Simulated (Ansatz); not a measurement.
# Nudged elastic band, with input and output: Al$_{2}$H$_{6}$O$_{3}$ (part 2 of 2)

Al$_{2}$H$_{6}$O$_{3}$; RKS PBE0/def2-SVP (Ansatz 0.2.0). It belongs to a series of runs on one base structure; here: band between the two ends.

Geometry of the input (Å):
```
Al -0.3565  0.2450  0.5345
O  -0.6116  -1.1874  1.4387
H  -1.0543  -1.9688  1.1079
O  1.4182  0.7945  0.4534
H  2.0086  0.7009  -0.2979
H  -1.0723  0.4649  -0.8640
O  -0.4201  1.6423  1.7582
Al 1.3681  2.1995  1.6888
H  2.0850  1.8807  3.0709
H  1.5746  3.5793  0.9286
H  -0.9311  1.5706  2.5703
```

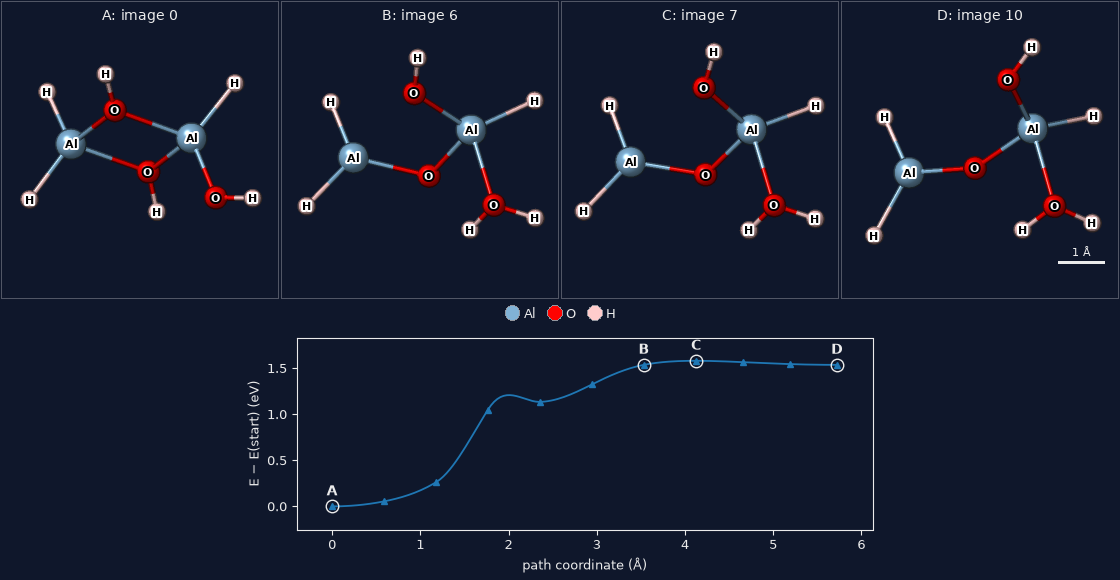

Fig. 1: Images of the last band (counted from 0; ball-and-stick, seen at a tilt) above the energy along the path; the line is a cubic interpolation that uses the forces. The highest image is number 7, 1.581 eV above the start and 0.044 eV above the end (the climbing image); the end lies 1.537 eV above the start. The path is 5.73 Å long. The band converged in 26 iterations.

```
Total energy: -19415.41929932 eV, -713.5034990061 hartree
Atom 0 at    -0.068917     0.602429     0.292520 Å, force     0.004116     0.000612     0.000643 eV/Å
Atom 1 at    -0.563147    -0.893235     1.523171 Å, force    -0.005469    -0.001129     0.001999 eV/Å
Atom 2 at    -1.439732    -1.281304     1.402377 Å, force     0.000873    -0.003342    -0.002474 eV/Å
Atom 3 at     1.589463     0.447130    -0.149012 Å, force    -0.005891    -0.004744    -0.010856 eV/Å
Atom 4 at     1.932948     0.141021    -0.988721 Å, force     0.002915     0.003418     0.007638 eV/Å
Atom 5 at    -1.245559     0.519473    -0.773320 Å, force    -0.000593     0.000169     0.000382 eV/Å
Atom 6 at    -0.108323     1.636875     1.693890 Å, force     0.000592    -0.001718     0.001853 eV/Å
Atom 7 at     1.151983     2.684702     2.186896 Å, force     0.000326     0.000157     0.000870 eV/Å
Atom 8 at     1.849073     2.400951     3.588380 Å, force    -0.000880     0.000344     0.000051 eV/Å
Atom 9 at     1.519086     3.960925     1.314889 Å, force    -0.000139     0.000090     0.000040 eV/Å
Atom 10 at    -0.608476    -0.297667     2.298330 Å, force     0.004150     0.006143    -0.000145 eV/Å
Dipole moment:    -0.459260    -0.648981     0.101346 e Å
this run last wrote the band of iteration 26 to [file]
```

## The last band as extended XYZ (Å, eV, eV/Å)
```
11
Properties=species:S:1:pos:R:3:forces:R:3 image=0 energy=-19417.00002
Al   -0.3565    0.2450    0.5345   -0.0185   0.0011  -0.0140
O    -0.6116   -1.1874    1.4387    0.0046   0.0237  -0.0011
H    -1.0543   -1.9688    1.1079   -0.0057  -0.0186  -0.0061
O     1.4182    0.7945    0.4534    0.0048  -0.0043   0.0092
H     2.0086    0.7009   -0.2979    0.0087   0.0002  -0.0164
H    -1.0723    0.4649   -0.8640    0.0117  -0.0055   0.0246
O    -0.4201    1.6423    1.7582    0.0063   0.0062   0.0080
Al    1.3681    2.1995    1.6888   -0.0114  -0.0050   0.0084
H     2.0850    1.8807    3.0709   -0.0048  -0.0023  -0.0001
H     1.5746    3.5793    0.9286   -0.0003   0.0050  -0.0069
H    -0.9311    1.5706    2.5703    0.0045  -0.0006  -0.0056
11
Properties=species:S:1:pos:R:3:forces:R:3 image=1 energy=-19416.94506
Al   -0.3263    0.2715    0.4491   -0.0055  -0.0130   0.0277
O    -0.6017   -1.0787    1.4723    0.0001  -0.0426  -0.0192
H    -1.2476   -1.7702    1.3331    0.0366  -0.0829  -0.0668
O     1.4373    0.8474    0.3969   -0.0075  -0.0214   0.0192
H     2.1073    0.6934   -0.2737   -0.0203  -0.0059  -0.0110
H    -1.0273    0.4082   -0.9632    0.0019   0.0231   0.0222
O    -0.4431    1.6286    1.7239    0.0140   0.0293  -0.0025
Al    1.3315    2.2179    1.6822    0.0117  -0.0004  -0.0102
H     2.0565    1.8439    3.0466   -0.0026   0.0041   0.0012
H     1.4889    3.6337    0.9821    0.0166  -0.0062  -0.0188
H    -0.7670    1.2257    2.5401   -0.0450   0.1160   0.0582
11
Properties=species:S:1:pos:R:3:forces:R:3 image=2 energy=-19416.73710
Al   -0.3061    0.3145    0.3686   -0.0226  -0.1395   0.0436
O    -0.6111   -0.9452    1.5220    0.0266  -0.1540  -0.0952
H    -1.3703   -1.5270    1.5414    0.0455  -0.1700  -0.1142
O     1.4465    0.8925    0.3506   -0.0222  -0.0361   0.0451
H     2.1713    0.7137   -0.2545   -0.0504  -0.0068  -0.0017
H    -1.0300    0.3400   -1.0329    0.0268   0.0790  -0.0082
O    -0.4548    1.5805    1.7355    0.0047   0.0613  -0.0375
Al    1.2966    2.2171    1.7103    0.0507  -0.0367  -0.0283
H     2.0716    1.8254    3.0402    0.0007  -0.0376   0.0004
H     1.4496    3.6477    1.0352   -0.0651  -0.0188  -0.0009
H    -0.6550    0.8620    2.3730    0.0053   0.4593   0.1969
11
Properties=species:S:1:pos:R:3:forces:R:3 image=3 energy=-19415.94814
Al   -0.2885    0.4609    0.3235   -0.0282  -0.5231  -0.0093
O    -0.6419   -0.7978    1.6027    0.0128  -0.0251  -0.0940
H    -1.4127   -1.3723    1.6317    0.0586  -0.0763  -0.0189
O     1.4692    0.9313    0.3119   -0.1057   0.0348   0.0494
H     2.2065    0.7361   -0.2730   -0.0494   0.0542   0.0215
H    -1.0684    0.2905   -1.0254    0.0099   0.1078  -0.1260
O    -0.4487    1.5209    1.7740   -0.0314  -0.6636   0.4019
Al    1.2542    2.2406    1.7490    0.0189  -0.2156   0.0534
H     2.0790    1.8364    3.0432    0.0535  -0.0468   0.0342
H     1.5182    3.6671    1.0618   -0.2451  -0.1313   0.0551
H    -0.6584    0.4076    2.1901    0.3061   1.4851  -0.3673
11
Properties=species:S:1:pos:R:3:forces:R:3 image=4 energy=-19415.86517
Al   -0.2853    0.6458    0.3232   -0.0069   0.0013  -0.0028
O    -0.6421   -0.8004    1.6079   -0.0241   0.0048   0.0135
H    -1.4339   -1.3539    1.5942    0.0236   0.0030   0.0051
O     1.4935    0.9398    0.2976   -0.0196   0.0253   0.0359
H     2.2178    0.7440   -0.3001    0.0224   0.0090  -0.0107
H    -1.0844    0.3058   -0.9918    0.0050  -0.0113  -0.0089
O    -0.4361    1.7174    1.6677    0.0005   0.0052  -0.0078
Al    1.2539    2.2922    1.7591   -0.0090  -0.0085  -0.0077
H     2.0736    1.8055    3.0452    0.0062  -0.0273  -0.0157
H     1.6000    3.7081    1.0995    0.0003  -0.0081   0.0004
H    -0.7486   -0.0829    2.2871    0.0017   0.0065  -0.0014
11
Properties=species:S:1:pos:R:3:forces:R:3 image=5 energy=-19415.67516
Al   -0.2171    0.6587    0.3356   -0.0774   0.0195   0.0251
O    -0.6399   -0.8595    1.5263   -0.0141   0.0170   0.0225
H    -1.4877   -1.3118    1.4246    0.0014  -0.0313   0.0261
O     1.5452    0.8112    0.2286   -0.0368   0.1741   0.1580
H     2.1303    0.5317   -0.4833    0.0588   0.1882   0.2055
H    -1.1567    0.4503   -0.9166    0.0323  -0.0396  -0.0472
O    -0.3420    1.6925    1.7119   -0.0925   0.0203   0.0089
Al    1.2613    2.3858    1.8827    0.0585  -0.1479  -0.1503
H     2.0155    2.0437    3.2544    0.0667  -0.1383  -0.1587
H     1.6121    3.7543    1.1395    0.0149  -0.0711  -0.0786
H    -0.7126   -0.2357    2.2857   -0.0118   0.0092  -0.0114
11
Properties=species:S:1:pos:R:3:forces:R:3 image=6 energy=-19415.46265
Al   -0.1387    0.6303    0.3157   -0.0217   0.0058   0.0069
O    -0.6016   -0.8777    1.5287   -0.0102   0.0012   0.0043
H    -1.4635   -1.2988    1.4129    0.0018  -0.0149   0.0075
O     1.5755    0.6318    0.0345   -0.0327   0.0665   0.0750
H     2.0433    0.3378   -0.7490    0.0540   0.0584   0.0441
H    -1.2124    0.4823   -0.8414    0.0066  -0.0162  -0.0155
O    -0.2442    1.6659    1.7076   -0.0361   0.0155   0.0147
Al    1.1963    2.5515    2.0541    0.0091  -0.0411  -0.0486
H     1.9558    2.2135    3.4139    0.0328  -0.0554  -0.0562
H     1.5647    3.8528    1.2177    0.0046  -0.0299  -0.0330
H    -0.6667   -0.2680    2.2946   -0.0082   0.0101   0.0007
11
Properties=species:S:1:pos:R:3:forces:R:3 image=7 energy=-19415.41926
Al   -0.0689    0.6024    0.2925    0.0041   0.0006   0.0006
O    -0.5631   -0.8932    1.5232   -0.0055  -0.0011   0.0020
H    -1.4397   -1.2813    1.4024    0.0009  -0.0033  -0.0025
O     1.5895    0.4471   -0.1490   -0.0059  -0.0047  -0.0109
H     1.9329    0.1410   -0.9887    0.0029   0.0034   0.0076
H    -1.2456    0.5195   -0.7733   -0.0006   0.0002   0.0004
O    -0.1083    1.6369    1.6939    0.0006  -0.0017   0.0019
Al    1.1520    2.6847    2.1869    0.0003   0.0002   0.0009
H     1.8491    2.4010    3.5884   -0.0009   0.0003   0.0001
H     1.5191    3.9609    1.3149   -0.0001   0.0001   0.0000
H    -0.6085   -0.2977    2.2983    0.0042   0.0061  -0.0001
11
Properties=species:S:1:pos:R:3:forces:R:3 image=8 energy=-19415.43400
Al   -0.0014    0.5622    0.2668    0.0045   0.0028  -0.0036
O    -0.5401   -0.8945    1.5322    0.0271   0.0306   0.0162
H    -1.4387   -1.2313    1.4234   -0.0237  -0.0053  -0.0020
O     1.5967    0.2570   -0.2841   -0.0158   0.0021   0.0349
H     1.8370   -0.0776   -1.1467    0.0055  -0.0340  -0.0633
H    -1.2457    0.5472   -0.7274    0.0065   0.0062   0.0066
O     0.0470    1.6093    1.6591   -0.0012  -0.0138  -0.0016
Al    1.1229    2.7872    2.2581    0.0029   0.0114   0.0006
H     1.6848    2.5952    3.7323   -0.0113   0.0138   0.0178
H     1.4904    4.0556    1.3752   -0.0001   0.0072   0.0090
H    -0.5443   -0.2891    2.3007    0.0055  -0.0209  -0.0149
11
Properties=species:S:1:pos:R:3:forces:R:3 image=9 energy=-19415.45508
Al    0.0724    0.5230    0.2458    0.0056  -0.0001  -0.0002
O    -0.5356   -0.8800    1.5427    0.0056   0.0016   0.0009
H    -1.4611   -1.1442    1.4564   -0.0012   0.0046  -0.0001
O     1.5974    0.0444   -0.3776    0.0018  -0.0120  -0.0119
H     1.7398   -0.3226   -1.2501   -0.0102  -0.0072  -0.0041
H    -1.2099    0.6039   -0.6973   -0.0006   0.0056   0.0026
O     0.2226    1.5847    1.6189    0.0100  -0.0024  -0.0021
Al    1.1002    2.8746    2.2934   -0.0003   0.0035   0.0037
H     1.4502    2.7947    3.8419   -0.0128   0.0096   0.0077
H     1.5069    4.1252    1.4024   -0.0002   0.0037   0.0044
H    -0.4744   -0.2825    2.3129    0.0023  -0.0069  -0.0009
11
Properties=species:S:1:pos:R:3:forces:R:3 image=10 energy=-19415.46343
Al    0.1348    0.4914    0.2301   -0.0015   0.0137  -0.0032
O    -0.5258   -0.8567    1.5623   -0.0148  -0.0115  -0.0089
H    -1.4752   -1.0285    1.5062   -0.0019  -0.0099  -0.0094
O     1.5746   -0.1434   -0.4517    0.0044   0.0069   0.0154
H     1.6255   -0.5434   -1.3196   -0.0019  -0.0046  -0.0119
H    -1.1788    0.6552   -0.6608    0.0023   0.0019   0.0047
O     0.3931    1.5785    1.5645   -0.0019  -0.0282  -0.0121
Al    1.0873    2.9406    2.2988    0.0009   0.0131   0.0115
H     1.1342    2.9633    3.8887    0.0008   0.0006  -0.0054
H     1.6263    4.1547    1.4278   -0.0009  -0.0051  -0.0020
H    -0.3876   -0.2904    2.3431    0.0143   0.0231   0.0214
```

## Results in brief

- outcome: converged
- barrier, forward: 1.581 eV
- barrier, backward: 0.044 eV
- hardware: 4 threads of Arm Neoverse V1, 24 GiB of memory available, shared host
- wall time: 5.7 min (CPU time 21 min)
- peak memory: 0.25 GiB

## Notes

The order of the saddle point was not checked.
